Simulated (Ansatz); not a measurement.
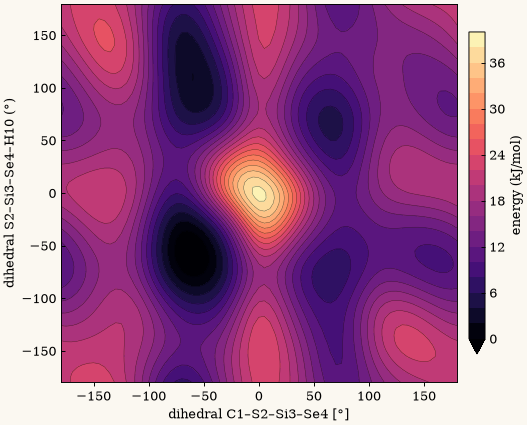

CH6SSeSi, SMILES CS[SiH2][SeH]. First axis: dihedral C1–S2–Si3–Se4. Second axis: dihedral S2–Si3–Se4–H10. Nothing is relaxed (all other coordinates rigid). Grid: 10 × 10 points. Points are written as (first, second). All energies are given in kJ/mol relative to the lowest grid point. Method: RKS PBE0-D4/def2-SVP in Ansatz.

Drawn: filled contours. Between grid points the surface is interpolated.

The lowest grid point is at (−72°, −72°). The bottom of the well lies between grid points, at about (−60°, −55°), about 2.2 kJ/mol lower on the interpolated surface. There are further wells near (−72°, 108°) (3.3 kJ/mol above the lowest at that grid point); (72°, 72°) (5.6 kJ/mol above the lowest at that grid point); (72°, −72°) (6.8 kJ/mol above the lowest at that grid point). The highest grid point, (0°, 0°), lies 38.7 kJ/mol above the lowest. On the interpolated surface the easiest way out of the lowest well to the well at about (−60°, 110°) passes a barrier of about 13 kJ/mol, counted from the interpolated bottom of the well. Round the minimum the two coordinates are weakly coupled (coupling 0.13 in units of the two stiffnesses).

The level of theory is changed to RHF/def2-SVP in Ansatz; with it change the reference geometry, relaxed at the new level; the new grid has 18 × 18 points, laid about the new relaxed structure.

**What will the new map look like?**

The lowest place stays at about (−60°, −55°). The span from the lowest to the highest grid point grows from 38.7 to 47.4 kJ/mol. The easiest pass out of the lowest well goes from about 13 to about 11 kJ/mol on the interpolated surfaces.

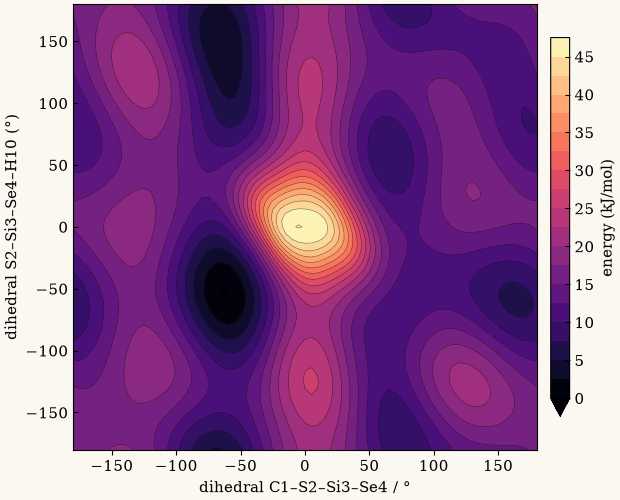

The map after the change, on a colour scale of its own. The picture shows filled contours. Between grid points the surface is interpolated.
